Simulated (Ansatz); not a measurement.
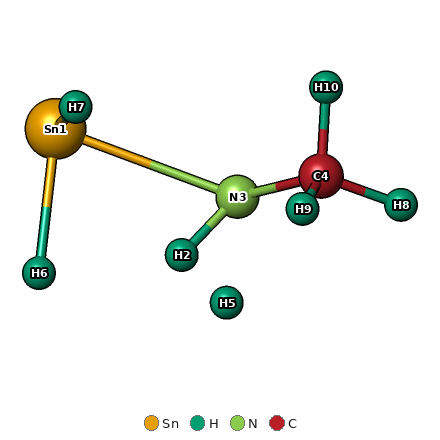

The system is the reacting system CH₇NSn (fragments CH₅NSn + H₂ where the first distance is long, CH₃NSn + H₂ + H₂ where the second is long); the picture shows the reference structure. The first coordinate is: distance H2–H5 (bond that forms); the second: distance N3–H5 (bond that breaks). Relaxed at each point: all other coordinates. The scan uses an 8 × 8 grid. Points are written as (first, second). Energies: kcal/mol, counted from the lowest grid point. Energies and slopes of some neighbouring points disagree (a jump in structure or state, or too coarse a mesh). The reference is spin-restricted, so regions where a bond is pulled apart into radicals lie too high. Level of theory: RKS PBE0-D4/def2-SVP (Ansatz).

Its coordinates:

```xyz
10

Sn   -1.0579   -1.9445    0.4998
H     0.4260   -0.2771    0.7609
N     0.5624   -0.3693   -0.2979
C     0.3259    0.9311   -0.9117
H     1.4183   -0.2398    0.7082
H    -0.2474   -1.3447    2.0163
H    -2.1535   -0.5261    0.5497
H     1.2419    1.3504   -1.3531
H    -0.1351    1.6696   -0.2367
H    -0.3807    0.7503   -1.7356
```

Range: distance H2–H5 (bond that forms) from 0.666 to 2.466 Å; distance N3–H5 (bond that breaks) from 0.918 to 2.418 Å.

Predict the map.

Answer. The lowest grid point is at (1.560 Å, 1.050 Å). The energy also falls towards the edge at (2.466 Å, 2.418 Å) (17 kcal/mol above the lowest) and (2.466 Å, 1.050 Å) (18 kcal/mol above the lowest), where a further well may lie outside the range. The highest grid point, (0.666 Å, 1.438 Å), lies 117 kcal/mol above the lowest.

| second ↓, first → | 0.666 | 0.824 | 1.042 | 1.290 | 1.560 | 1.848 | 2.151 | 2.466 |
| --- | --- | --- | --- | --- | --- | --- | --- | --- |
| 2.418 | 58 | 96 | 60 | 28 | 20 | 18 | 17 | 17 |
| 2.155 | 60 | 71 | 36 | 24 | 21 | 19 | 18 | 19 |
| 1.903 | 94 | 55 | 36 | 27 | 23 | 21 | 21 | 23 |
| 1.663 | 91 | 61 | 43 | 33 | 28 | 27 | 29 | 33 |
| 1.438 | 117 | 86 | 79 | 61 | 46 | 39 | 43 | 58 |
| 1.231 | 110 | 81 | 54 | 32 | 17 | 14 | 28 | 33 |
| 1.050 | 106 | 69 | 36 | 13 | 0 | 4 | 29 | 18 |
| 0.918 | 114 | 74 | 39 | 15 | 5 | 17 | 41 | 23 |

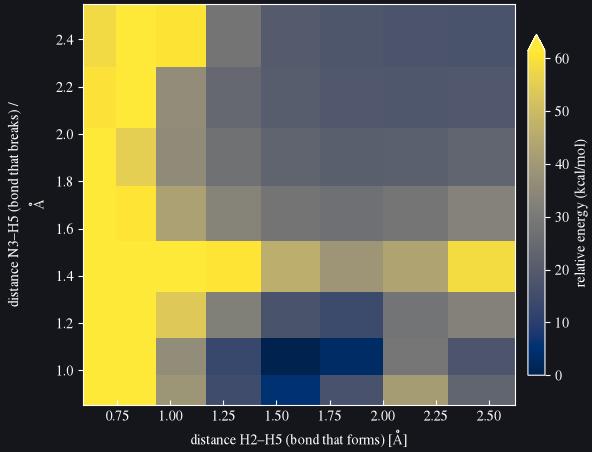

In the figure: one coloured cell a grid point, one colour for all values above the top of the scale.

The whole map (64 points run) took 64 min on 1 thread of Arm Neoverse N1 (shared host).
